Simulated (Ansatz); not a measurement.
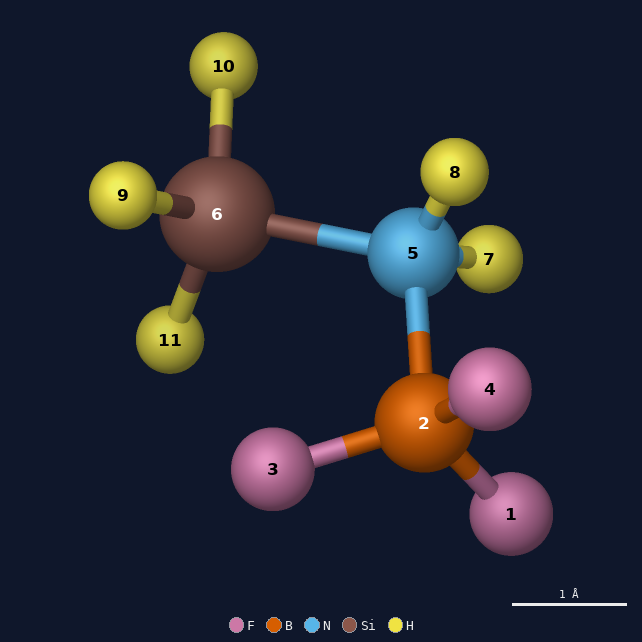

The atoms are numbered. Computed geometry: PBE-D4/def2-SVP optimisation. No frequency run is at hand to confirm it as a minimum.

What are the angles F1–B2–F3, F1–B2–F4, F1–B2–N5, F3–B2–F4, F3–B2–N5, F4–B2–N5, B2–N5–Si6, B2–N5–H7, B2–N5–H8, Si6–N5–H7, Si6–N5–H8, N5–Si6–H9, N5–Si6–H10, N5–Si6–H11?

```
     angle  degrees
  F1–B2–F3    113.5
  F1–B2–F4    114.7
  F1–B2–N5    104.9
  F3–B2–F4    113.5
  F3–B2–N5    103.7
  F4–B2–N5    105.1
 B2–N5–Si6    110.9
  B2–N5–H7    106.7
  B2–N5–H8    106.7
 Si6–N5–H7    112.8
 Si6–N5–H8    112.5
 N5–Si6–H9    107.5
N5–Si6–H10    105.9
N5–Si6–H11    107.5
```
